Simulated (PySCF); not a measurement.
C$_{5}$H$_{7}$F$_{2}$NSi (SMILES FC(F)[SiH2]n1cccc1)

Input

```
{"job": {"kind": "uv", "xc": "PBE0", "basis": "def2-SVPD", "nstates": 8, "ntriplets": 3}, "charge": 0, "multiplicity": 1}
F     -2.566805    -0.566052     1.467519
C     -2.437264     0.375785     0.491309
F     -3.690650     0.565812    -0.008316
Si    -1.267012    -0.243077    -0.920542
N      0.354961    -0.083240    -0.314055
C      0.778047    -0.059949     0.997423
C      2.134944    -0.028791     1.032836
C      2.587641    -0.036654    -0.311227
C      1.483894    -0.074368    -1.100414
H     -2.151407     1.313648     0.989263
H     -1.609595    -1.638373    -1.191497
H     -1.445267     0.668174    -2.048008
H      0.067738    -0.074177     1.799622
H      2.752224    -0.000668     1.908855
H      3.608902    -0.015969    -0.636573
H      1.392049    -0.093157    -2.167607
```

Command:

```sh
OMP_NUM_THREADS=1 python probes_run.py task.json out
```

Geometry: GFN2-xTB.

All numbers below come from PBE0/def2-SVPD, SCF density, gas phase in PySCF 2.14.0.

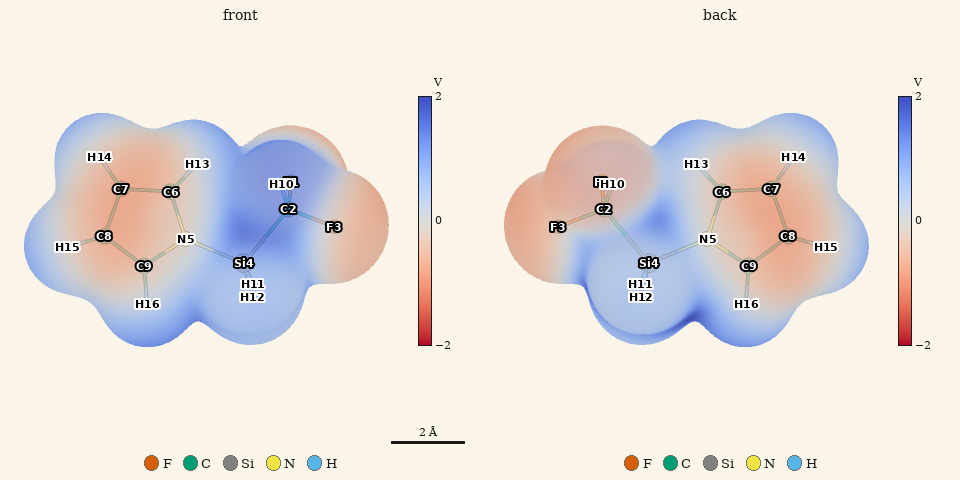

Figure 1. The electrostatic potential painted on the density surface at 0.002 e/bohr³, seen from the front and from behind; the colour scale runs from red (negative) to blue (positive).

Q: Describe the electrostatic potential map.

A: The most negative region (about −0.8 V) lies over F1, F3, C7 and C8, the most positive (about +1.8 V) over Si4.

Q: What dipole moment does the calculation give?

A: Its dipole moment is 1.52 D.

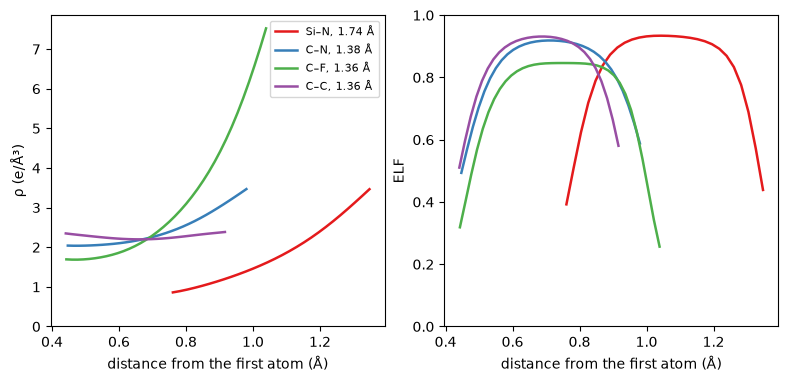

Figure 2. Electron density and electron localisation function along straight lines between neighbouring atoms. The curves leave out the atomic cores.

Q: What can be read from the curves?

A: Si–N (1.74 Å): ρ is about 1.1 e/Å³ halfway; the ELF peaks at about 0.95 between the atoms; a shared but strongly polarised pair.
C–N (1.38 Å): the density is about 2.2 e/Å³ at the midpoint; the ELF peaks at about 0.90 between the atoms, as expected for a covalent bond.
C–F (1.36 Å): the density is about 2.2 e/Å³ at the midpoint, with its minimum of 1.7 e/Å³ about 0.5 Å from C; the ELF peaks at about 0.85 between the atoms (a shared but strongly polarised pair).
C–C (1.36 Å): ρ is about 2.2 e/Å³ halfway; the ELF peaks at about 0.95 between the atoms; localised, covalent bonding.
